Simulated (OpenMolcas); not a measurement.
## CH5AlO: property calculation (part 1 of 2)

The run: property calculation of CH5AlO. Method and program: MN15-L/ANO-L-MB, RKS (OpenMolcas 26.06).

The geometry: force field.

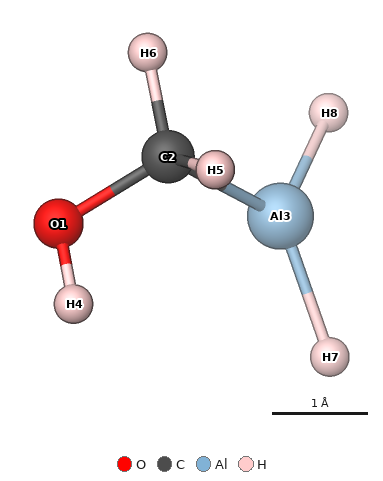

Figure 1. The structure (ball-and-stick view, seen at a tilt; atoms are numbered from 1 in the order of the input). Sticks mark near contacts. Bond lengths as drawn: Al–C 1.98 Å, Al–H 1.57 to 1.67 Å, C–H 1.10 to 1.13 Å, C–O 1.35 Å and H–O 0.93 Å.

**The input**
```
* CH5AlO Kohn-Sham DFT

&GATEWAY
  Coord=struct.xyz
  Basis=ANO-L-MB
  Group=NoSym

&SEWARD
  Medium

&SCF
  KSDFT=2
  1.0 MGGA_X_MN15_L
  1.0 MGGA_C_MN15_L
  PrOrbitals=1 2

&LOCALISATION
  Cholesky
```

**File struct.xyz**
```
8

O     -1.141200     0.765900    -0.790100
C     -0.274600     0.697400     0.247500
Al     0.889400    -0.877600    -0.046300
H     -1.806800     0.126400    -0.649400
H     -0.795500     0.601800     1.206700
H      0.361500     1.627100     0.271500
H      0.322600    -2.343800    -0.105200
H      2.536600    -0.654200    -0.190600
```

Machine: 1 thread of Arm Neoverse V2, 24 GiB of memory available, shared host.

Launch command:
```bash
export MOLCAS_MEM=1860
pymolcas job.inp > job.log
```

**What the program printed**
```
--- Start Module: gateway ---

                                              &GATEWAY

                       available to each process: 1.9 GB of memory, 1 thread

++    Symmetry information:
      ---------------------

                    Character Table for C1

                             E
                    a        1  x, y, xy, Rz, z, xz, Ry, yz, Rx, I
--

++    Basis set information:
      ----------------------

      Basis set label: O.ANO-L...2S1P.

      Electronic valence basis set:
      ------------------
      Associated Effective Charge   8.000000 au
      Associated Actual Charge      8.000000 au
      Nuclear Model: Point charge

      Shell  nPrim  nBasis  Cartesian Spherical Contaminant
         s      14       2        X
         p       9       1        X

      Basis set label: C.ANO-L...2S1P.

      Electronic valence basis set:
      ------------------
      Associated Effective Charge   6.000000 au
      Associated Actual Charge      6.000000 au
      Nuclear Model: Point charge

      Shell  nPrim  nBasis  Cartesian Spherical Contaminant
         s      14       2        X
         p       9       1        X

      Basis set label: AL.ANO-L...3S2P.

      Electronic valence basis set:
      ------------------
      Associated Effective Charge  13.000000 au
      Associated Actual Charge     13.000000 au
      Nuclear Model: Point charge

      Shell  nPrim  nBasis  Cartesian Spherical Contaminant
         s      17       3        X
         p      12       2        X

      Basis set label: H.ANO-L...1S.

      Electronic valence basis set:
      ------------------
      Associated Effective Charge   1.000000 au
      Associated Actual Charge      1.000000 au
      Nuclear Model: Point charge

      Shell  nPrim  nBasis  Cartesian Spherical Contaminant
         s       8       1        X
--

++    Molecular structure info:
      -------------------------

                    ************************************************
                    **** Cartesian Coordinates / bohr, angstrom ****
                    ************************************************

     Center  Label                x              y              z                     x              y              z
        1      O1              -2.156555       1.447341      -1.493073             -1.141200       0.765900      -0.790100
        2      C2              -0.518919       1.317895       0.467707             -0.274600       0.697400       0.247500
        3      AL3              1.680722      -1.658424      -0.087494              0.889400      -0.877600      -0.046300
        4      H4              -3.414357       0.238861      -1.227188             -1.806800       0.126400      -0.649400
        5      H5              -1.503277       1.137237       2.280333             -0.795500       0.601800       1.206700
        6      H6               0.683136       3.074773       0.513061              0.361500       1.627100       0.271500
        7      H7               0.609626      -4.429140      -0.198799              0.322600      -2.343800      -0.105200
        8      H8               4.793479      -1.236259      -0.360182              2.536600      -0.654200      -0.190600

                    ***************************************
                    *    InterNuclear Distances / bohr    *
                    ***************************************

               1 O1            2 C2            3 AL3           4 H4            5 H5            6 H6
    1 O1       0.000000
    2 C2       2.557981        0.000000
    3 AL3      5.132848        3.742345        0.000000
    4 H4       1.764422        3.524280        5.555036        0.000000
    5 H5       3.842073        2.070558        4.853883        4.094143        0.000000
    6 H6       3.838874        2.129229        4.874320        5.278287        3.414337        0.000000
    7 H7       6.622683        5.894595        2.972626        6.248220        6.449419        7.537962
    8 H8       7.535790        5.952367        3.153068        8.384286        7.228758        6.020172

               7 H7            8 H8
    7 H7       0.000000
    8 H8       5.265469        0.000000

                    *******************************************
                    *    InterNuclear Distances / angstrom    *
                    *******************************************

               1 O1            2 C2            3 AL3           4 H4            5 H5            6 H6
    1 O1       0.000000
    2 C2       1.353625        0.000000
    3 AL3      2.716186        1.980363        0.000000
    4 H4       0.933692        1.864968        2.939599        0.000000
    5 H5       2.033137        1.095692        2.568564        2.166527        0.000000
    6 H6       2.031445        1.126739        2.579379        2.793149        1.806789        0.000000
    7 H7       3.504573        3.119286        1.573046        3.306416        3.412886        3.988918
    8 H8       3.987768        3.149857        1.668532        4.436773        3.825294        3.185738

               7 H7            8 H8
    7 H7       0.000000
    8 H8       2.786366        0.000000

                    **************************************
                    *    Valence Bond Angles / degree    *
                    **************************************
                          Atom centers                 Phi
                      2 C2       1 O1       4 H4       107.83
                      1 O1       2 C2       5 H5       111.78
                      1 O1       2 C2       6 H6       109.63
                      5 H5       2 C2       6 H6       108.77

           ***************************************************************
           *              Valence Dihedral Angles / degree               *
           ***************************************************************
                    Atom centers                       Phi1     Phi2     Theta
           4 H4       1 O1       2 C2       5 H5        107.83   111.78   -43.22
           4 H4       1 O1       2 C2       6 H6        107.83   109.63  -163.91
--

            Nuclear Potential Energy             98.25255577 au

--- Stop Module: gateway /rc=_RC_ALL_IS_WELL_ ---

--- Start Module: seward ---

                                              &SEWARD

                       available to each process: 1.9 GB of memory, 1 thread

               SEWARD will generate:
                  Multipole Moment integrals up to order  2
                  Kinetic Energy integrals
                  Nuclear Attraction integrals (point charge)
                  One-Electron Hamiltonian integrals
                  Velocity integrals
                  Orbital angular momentum around (  0.0967  -0.1167  -0.3268 )
                  Velocity quadrupole around (  0.0967  -0.1167  -0.3268 )
                  Cholesky decomposed two-electron repulsion integrals
                   - CD Threshold:   1.00E-06

                   Integrals are discarded if absolute value <: 1.00E-40
                   Integral cutoff threshold is set to       <: 1.00E-40

            Nuclear Potential Energy             98.25255577 au

      Basis set specifications :
      Symmetry species         a
      Basis functions           24

--- Stop Module: seward /rc=_RC_ALL_IS_WELL_ ---
--- Module seward spent 1 second ---

--- Start Module: scf ---

                                                &SCF

                       available to each process: 1.9 GB of memory, 1 thread

++    Input section:
      --------------

      Header of the integral files:

      Cartesian coordinates in angstrom:
      -----------------------------------------------------
      No.  Label        X            Y            Z
      -----------------------------------------------------
       1   O1        -1.14120000   0.76590000  -0.79010000
       2   C2        -0.27460000   0.69740000   0.24750000
       3   AL3        0.88940000  -0.87760000  -0.04630000
       4   H4        -1.80680000   0.12640000  -0.64940000
       5   H5        -0.79550000   0.60180000   1.20670000
       6   H6         0.36150000   1.62710000   0.27150000
       7   H7         0.32260000  -2.34380000  -0.10520000
       8   H8         2.53660000  -0.65420000  -0.19060000
      -----------------------------------------------------
      Nuclear repulsion energy =   98.25255577
--

++    Orbital specifications:
      -----------------------

      Symmetry species               1
                                     a
      Frozen orbitals                0
      Occupied orbitals             16
      Secondary orbitals             8
      Deleted orbitals               0
      Total number of orbitals      24
      Number of basis functions     24
--

      Molecular charge                           0.000

      Numerical integration parameters
      --------------------------------
      Radial quadrature type:                         MHL
      Size of radial grid:                            75
      Lebedev angular grid:                           29
      Angular grid pruned with the crowding factor:  3.00E+00
                                 and fading factor:  6.00E+00
      Screening threshold for integral computation:   1.00E-11
      Radial quadrature accuracy:                     1.00E-25
      Maximum batch size:                             128
      AO values are stored on disk
      The same grid will be used for all iterations.

      DFT functional specifications
      -----------------------------
      Using Libxc version: 6.2.2
      Please cite the following reference:
      S. Lehtola, C. Steigemann, M. J.T. Oliveira, and M. A.L. Marques.,  SoftwareX 7, 1–5 (2018) doi:10.1016/j.softx.2017.11.002

      * Minnesota MN15-L exchange functional
      * Minnesota MN15-L correlation functional

++    Optimization specifications:
      ----------------------------

      SCF Algorithm: LK-Cholesky
      LK screening threshold:                     4.50E-02
      Local-Exchange (LK) algorithm.
       - the density matrix is decomposed
      D(i)-D(i-1) density differences are used
      Number of density matrices in core                 5
      Maximum number of NDDO SCF iterations            400
      Maximum number of HF SCF iterations              400
      Threshold for SCF energy change             1.00E-09
      Threshold for density matrix                1.00E-04
      Threshold for Fock matrix                   1.50E-04
      Threshold for linear dependence             1.00E-09
      Threshold at which DIIS is turned on        1.50E-01
      Maximum depth in the DIIS procedure                5
      Maximum depth in the BFGS Hessian update          30
      Threshold at which QNR/C2DIIS is turned on  7.50E-02
      Threshold for Norm(delta) (QNR/C2DIIS)      1.00E-03
      All orbitals punched on: SCFORB
--

      Input vectors read from INPORB
      Orbital file label: *Guess orbitals

++ Convergence information
                                   [...]      iterations: Energy and convergence statistics

Iter     Tot. [...]      One-elec.       Two-elec.     Energy      Max Dij or  Max Fij      DNorm      TNorm      AccCon     Time
         Energy          Energy          Energy        Change      Delta Norm                                                in Sec.
   1  -358.132644480  -719.716619759   263.331419505   0.00E+00    4.63E-01*   1.08E-01*    7.75E+00   8.10E+01   None         0.
   2  -358.255414381  -721.333346732   264.825376578  -1.23E-01*   3.42E-01*   7.42E-02*    2.84E+00   8.13E+01   EDIIS        0.
   3  -358.299730735  -721.235503020   264.683216511  -4.43E-02*   6.61E-02*   4.44E-02*    1.72E+00   8.13E+01   EDIIS        0.
   4  -358.344647339  -721.083291698   264.486088584  -4.49E-02*   1.70E-02*   8.51E-03*    3.65E-01   8.13E+01   c2DIIS       0.
   5  -358.346622920  -721.258493586   264.659314892  -1.98E-03*   1.51E-02*   1.74E-03*    8.08E-02   8.13E+01   QNRc2DIIS    0.
   6  -358.346610112  -721.102458077   264.503292191   1.28E-05*   8.46E-03*   2.04E-03*    8.27E-02   8.13E+01   QNRc2DIIS    0.
   7  -358.346688896  -721.188469310   264.589224640  -7.88E-05*   7.98E-04    2.65E-04*    4.57E-02   8.13E+01   QNRc2DIIS    0.
   8  -358.346689679  -721.186893112   264.587647659  -7.83E-07*   6.33E-05    3.18E-05     3.86E-03   8.13E+01   QNRc2DIIS    0.
   9  -358.346689686  -721.186664120   264.587418659  -7.62E-09*   2.07E-05    4.18E-06     3.59E-04   8.13E+01   QNRc2DIIS    0.
  10  -358.346689687  -721.186651955   264.587406494  -3.42E-10    9.34E-06    1.32E-06     9.83E-05   8.13E+01   QNRc2DIIS    0.

       Convergence after  10 Iterations
--
```
